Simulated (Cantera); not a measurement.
Charge: 1 mol Pb, 0.33 mol O2, 170 mol H2, equilibrated at 1200 K.

These are equilibrium values from Cantera (NASA tables, ideal gas, pure condensed phases), not measurements of a reactor. Candidate condensed phases: H2O, Pb, PbO, PbO2, Pb3O4; 12 gas species. Rates play no part.

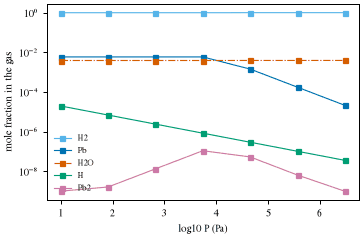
Figure: Equilibrium gas composition (values under 1e-9 drawn at 1e-9)

Task: Read off the mole fractions at 0.000820 bar.

Result: H2 about 0.99, Pb about 0.0058, H2O about 0.0039, H about 6.9e-6.
